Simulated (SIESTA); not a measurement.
Convergence study of the cutoff of the real-space grid for TiCd (P4mm, 4 atoms in the cell)

```
CELL_PARAMETERS angstrom
      2.90254     0.00000     0.00000
      0.00000     2.90254     0.00000
      0.00000     0.00000     9.05925
ATOMIC_POSITIONS crystal
  Ti 0.00000 0.50000 0.39679
  Ti 0.50000 0.00000 0.60873
  Cd 0.00000 0.50000 0.86667
  Cd 0.50000 0.00000 0.13333
```

Level of theory: GGA PBEsol, numerical atomic orbitals DZP, PseudoDojo PBEsol standard norm-conserving potentials (rewritten from UPF to PSML) (SIESTA 5.4.2).

Base settings: XC.functional = GGA; XC.authors = PBEsol; potentials = PseudoDojo PBEsol standard; PAO.BasisSize = DZP; PAO.EnergyShift = 0.01 Ry; MeshCutoff = 350 Ry; kgrid.MonkhorstPack = 4 4 2; OccupationFunction = FD; ElectronicTemperature = 1160.45 K; MaxSCFIterations = 150.

The second cell is the first with its lattice scaled by 0.98.

The mesh stays at the base's, so the ladder's end is converged at best in this setting alone.

Only quantities that move along the ladder and can be compared are tabulated.

The starting cell comes from a database of computed structures (which also holds hypothetical and non-ambient phases and stackings), without a prior relaxation at this level. Its lattice was rescaled by up to half a per cent. One atom was moved a little off its site on purpose. Spin polarisation is off. Values carry the incompleteness of an atom-centred basis. In the base run, with a pressure of about -7 GPa the cell is away from its equilibrium volume at this level. Without a gap this mesh is coarse (it stands for a supercell whose shortest vector is 12 Å).

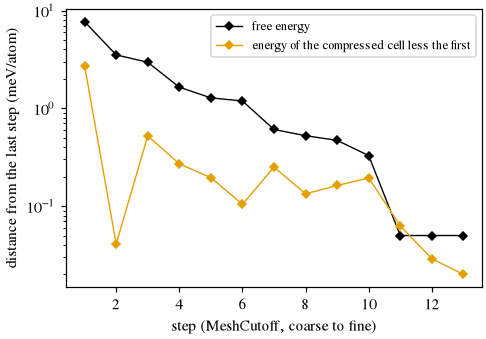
Figure: Distance from the last step along the ladder; very small values are drawn at a floor.

| MeshCutoff | free energy less the last step's (meV/atom) | energy of the compressed cell less the first (meV/atom) | pressure (GPa) | largest difference of a force vector from the last step's (eV/Å) |
|---|---|---|---|---|
| 122 Ry (131 Ry used) | -7.69 | -27.24 | -7.19 | 0.015 |
| 158 Ry (175 Ry used) | -3.52 | -29.93 | -7.18 | 0.015 |
| 175 Ry (189 Ry used) | -2.96 | -30.49 | -7.24 | 0.013 |
| 210 Ry (216 Ry used) | -1.65 | -29.70 | -7.10 | 0.024 |
| 245 Ry (273 Ry used) | -1.28 | -29.77 | -7.20 | 0.005 |
| 280 Ry (295 Ry used) | -1.19 | -29.86 | -7.16 | 0.008 |
| 315 Ry (336 Ry used) | -0.61 | -30.22 | -7.14 | 0.002 |
| 385 Ry (393 Ry used) | -0.53 | -29.83 | -7.10 | 0.005 |
| 420 Ry (425 Ry used) | -0.47 | -29.81 | -7.14 | 0.004 |
| 473 Ry (485 Ry used) | -0.33 | -29.77 | -7.27 | 0.007 |
| 525 Ry (552 Ry used) | -0.04 | -30.03 | -7.16 | 0.003 |
| 612 Ry (698 Ry used) | 0.01 | -29.94 | -7.19 | 0.003 |
| 700 Ry (756 Ry used) | 0.02 | -29.95 | -7.18 | 0.004 |
| 840 Ry (862 Ry used) | 0.00 | -29.97 | -7.22 | 0.000 |

Coarsest MeshCutoff that holds the forces within 0.01 eV/Å of the last step, with all finer ones: 245 Ry (273 Ry used); the step before is off by 0.024 eV/Å.

Coarsest MeshCutoff that holds the free energy within 2 meV/atom of the last step, with all finer ones: 210 Ry (216 Ry used); the step before is off by 3.0 meV/atom.

Coarsest MeshCutoff that holds the energy of the compressed cell less the first within 2 meV/atom of the last step, with all finer ones: 158 Ry (175 Ry used); the step before is off by 2.7 meV/atom.

The energy difference between the two cells stays within 1 meV/atom of the last step's from 158 Ry on, the total only from 315 Ry on: much of the error is common to both cells and cancels.

Left out of this page: 2 runs of the series outside the window shown, repeating another row's setting, or not comparable.
